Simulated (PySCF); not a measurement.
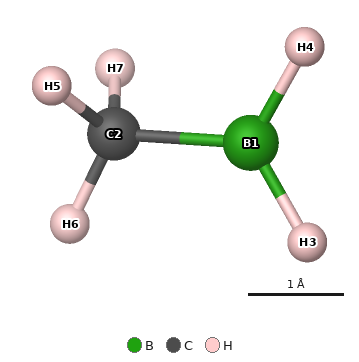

*The input geometry (ball-and-stick view, seen at a tilt; atoms are numbered from 1 in the order of the input).*

Bond lengths as drawn: B–C 1.56 Å, B–H 1.21 Å and C–H 1.10 to 1.11 Å.

**Run report: CH5B, excited-state calculation**

System: CH5B, SMILES BC.
Method: TDDFT PBE0/def2-TZVPD, vertical, gas phase, core orbitals frozen in the response (PySCF 2.14.0).

The geometry comes from this level: PBE0-D3(BJ)/def2-SVP.

Output:
```
coarse grid: 5272 points
cycle   1  E = -65.8471138488  dE = -1.555e-01  |g| = 2.981e-01  |ddm| = 1.736e+00
cycle   2  E = -65.8448433663  dE =  2.270e-03  |g| = 3.166e-01  |ddm| = 4.997e-01
cycle   3  E = -65.8708271766  dE = -2.598e-02  |g| = 1.391e-02  |ddm| = 1.994e-01
cycle   4  E = -65.8708806587  dE = -5.348e-05  |g| = 5.297e-03  |ddm| = 1.686e-02
cycle   5  E = -65.8708900639  dE = -9.405e-06  |g| = 1.139e-03  |ddm| = 6.088e-03
final grid: 49280 points
cycle   6  E = -65.8663571657  dE = -2.015e-05  |g| = 4.811e-03  |ddm| = 9.484e-02
cycle   7  E = -65.8663557263  dE =  1.439e-06  |g| = 5.365e-03  |ddm| = 6.405e-03
cycle   8  E = -65.8663628541  dE = -7.128e-06  |g| = 1.335e-04  |ddm| = 3.230e-03
cycle   9  E = -65.8663628584  dE = -4.307e-09  |g| = 4.131e-05  |ddm| = 2.062e-04
cycle  10  E = -65.8663628589  dE = -5.122e-10  |g| = 1.077e-05  |ddm| = 4.915e-05
```

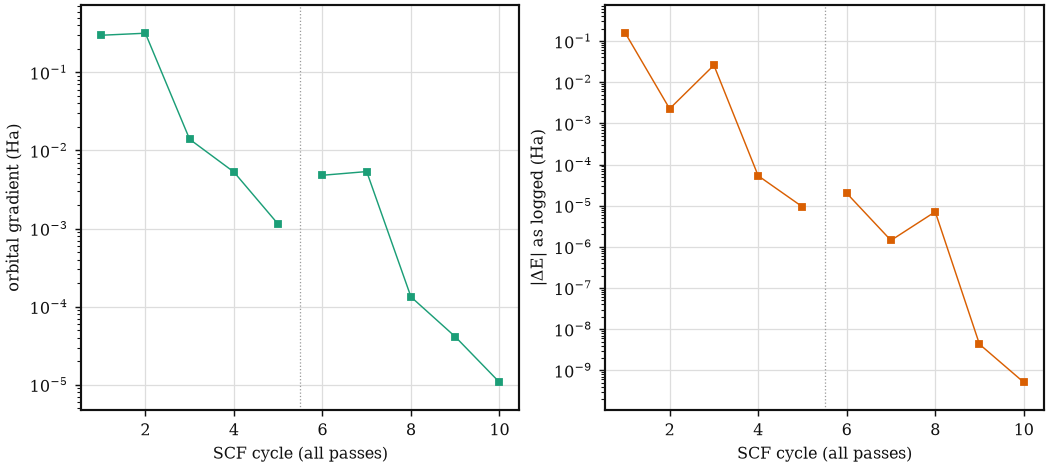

*Convergence of the self-consistent field: orbital gradient and size of the energy change against the SCF cycle. The dotted line marks the change from a coarse to the final integration grid.*

The first 5 cycles use a coarse grid, the final grid takes over at cycle 6, and the field converges after 10 cycles in all.

```
converged SCF energy = -65.8663628589

Static polarisability (au): isotropic 30.164, principal 25.743 30.164 34.586

Singlet excitations
state   eV       nm        f      main configurations
  1   5.7171    216.9   0.00015   H->L 0.99
  2   6.1870    200.4   0.00117   H-1->L 0.99
  3   8.1396    152.3   0.00752   H->L+1 0.99
  4   8.6897    142.7   0.00641   H-1->L+1 0.94
  5   8.7363    141.9   0.00234   H-3->L 0.99
  6   8.7740    141.3   0.12409   H-2->L 0.93
  7   8.9457    138.6   0.07461   H->L+2 0.98
  8   9.4826    130.7   0.19722   H-1->L+2 0.98
  9   9.7538    127.1   0.07642   H->L+3 0.98
 10   9.9313    124.8   0.00167   H->L+4 0.98

Triplet excitations (Tamm-Dancoff, eV): 4.9706 5.4868 7.8530 7.9706
```

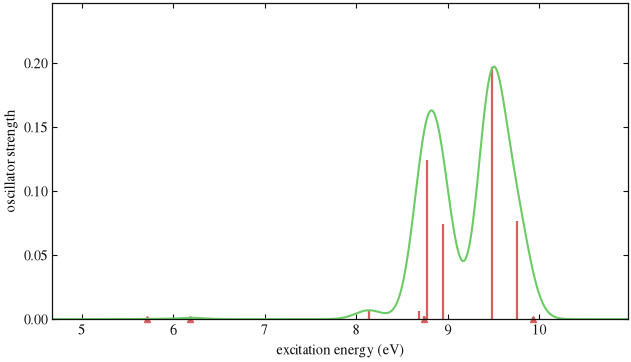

*Computed excitations as sticks (degenerate states added up, dark ones marked on the axis), with a Gaussian envelope of 0.35 eV full width at half maximum, scaled to the tallest.*

Of the 10 states the lowest lies at 5.72 eV (f = 0.000); the strongest line is at 9.48 eV, or 131 nm (f = 0.197).

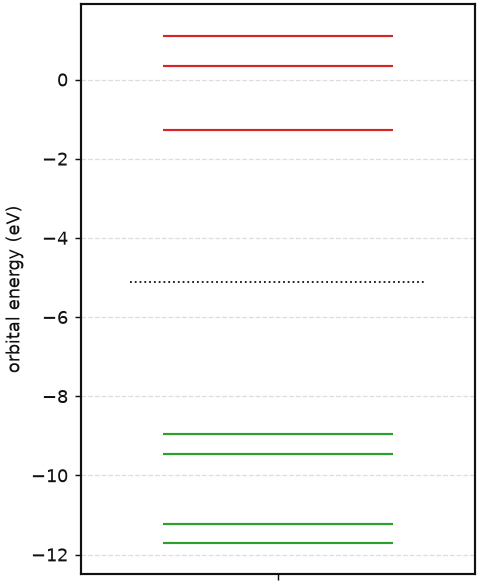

*Orbital energies near the frontier; the dotted line parts filled from empty levels, and levels within 0.02 eV of each other stand side by side.*

Highest filled −8.95 eV, lowest empty −1.29 eV, 7.66 eV apart.

The run was set up as follows.

Input:
```
{"job": {"kind": "uv", "xc": "PBE0", "basis": "def2-TZVPD"}, "charge": 0, "multiplicity": 1}
B      0.991585     0.099161    -0.076893
C     -0.553064    -0.081286    -0.021539
H      1.754640    -0.826672    -0.240876
H      1.467528     1.207736     0.044947
H     -0.935194     0.341643     0.925781
H     -0.925673    -1.108300    -0.133378
H     -1.011660     0.554701    -0.801750
```

The first line tells a small driver script what to run in PySCF; the rest is the geometry in Å.

Launch command:
```bash
OMP_NUM_THREADS=1 python <driver script> task.json out
```

Key numbers:

- outcome: converged
- total energy: −65.866363 hartree
- HOMO: −8.95 eV
- LUMO: −1.29 eV
- dipole moment: 0.71 D
- mean polarisability: 30.16 a.u.
- lowest singlet excitation: 5.72 eV
- hardware: 1 CPU thread, shared host
- wall time: 3.4 s
- peak memory: 0.44 GiB
